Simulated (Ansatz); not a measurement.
**C3F6NO4S2 (doublet): density, localisation and related maps**

```xyz
16

O     2.2707   -1.9604    0.5671
S     1.4983   -1.1537   -0.3602
O     1.8891   -0.9165   -1.7442
N    -0.0219   -1.8231   -0.4223
S    -1.5206   -1.1042   -0.4177
O    -2.3538   -1.8846    0.4790
O    -1.8503   -0.8552   -1.8154
C    -1.2997    0.5845    0.4019
F    -2.3202    1.3390   -0.0037
F    -1.3561    0.4068    1.7220
C     0.0208    1.2839    0.0145
F     0.0485    1.4192   -1.3218
F     0.0297    2.4967    0.5914
C     1.3019    0.5419    0.4515
F     2.3614    1.2623    0.0855
F     1.3022    0.3633    1.7726
```

Geometry: r2SCAN-D4/def2-SVP.

All numbers below come from UKS PBE0-D4/def2-SVP in Ansatz 0.2.0.

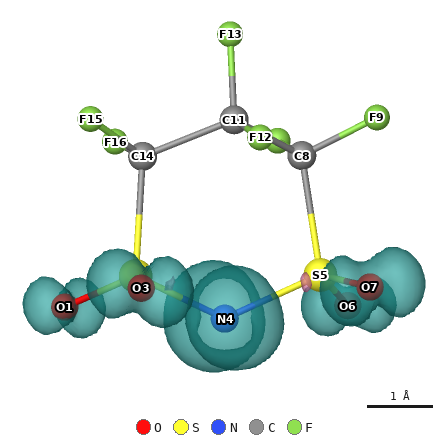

Figure 1. Isosurfaces of the spin density at +0.03 (teal) and −0.03 e/Å³ (pink), seen at a tilt.

> Which atoms carry the spin?

The unpaired spin (1 electron) lies mostly on N4 (about 0.6), O3 (about 0.1) and O7 (about 0.1), in electrons by Hirshfeld's partition.

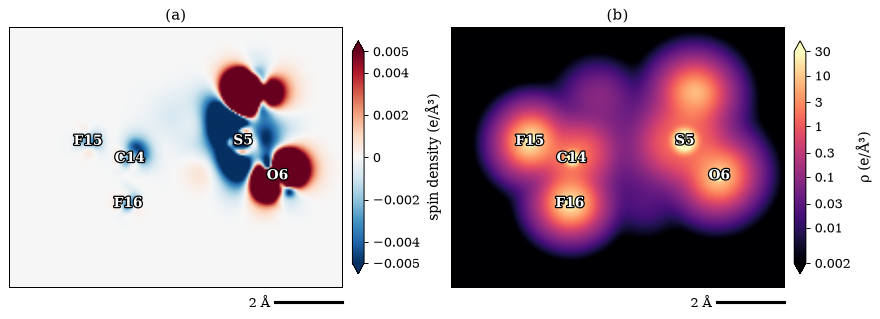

Figure 2. (a) spin density (α minus β); (b) total electron density on the plane of atoms F15, C14 and F16.

> Read the bonding off the picture.

Atoms in the plane: S, O, C and F. C–F (1.33 Å): ρ is about 2.4 e/Å³ halfway. S–O (1.45 Å): ρ at the midpoint is about 2.3 e/Å³.

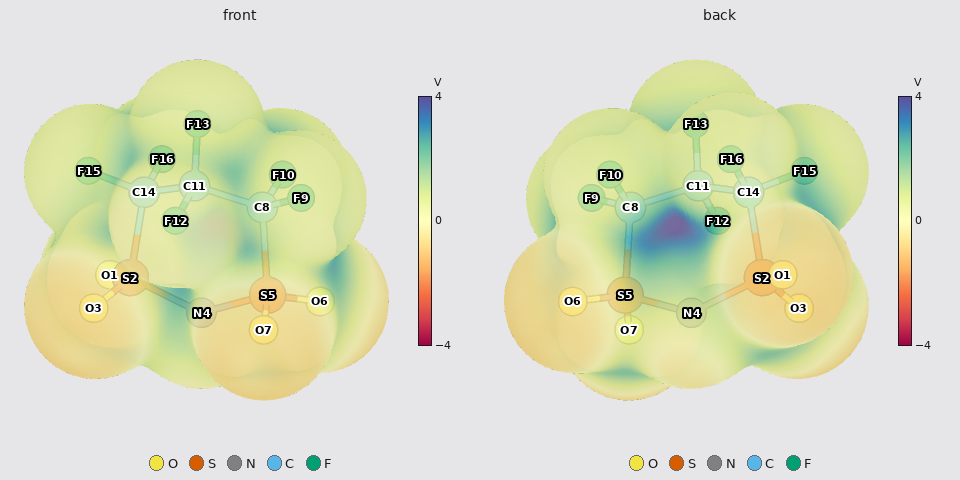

Figure 3. The molecular electrostatic potential painted on the density surface at 0.004 e/bohr³, seen from the front and from behind; the colour scale runs from red (negative) to blue (positive).

> Describe the electrostatic potential map.

The most negative region (about −0.8 V) lies over O1, O3, O6 and O7, the most positive (about +3.6 V) over the C, N and S atoms.
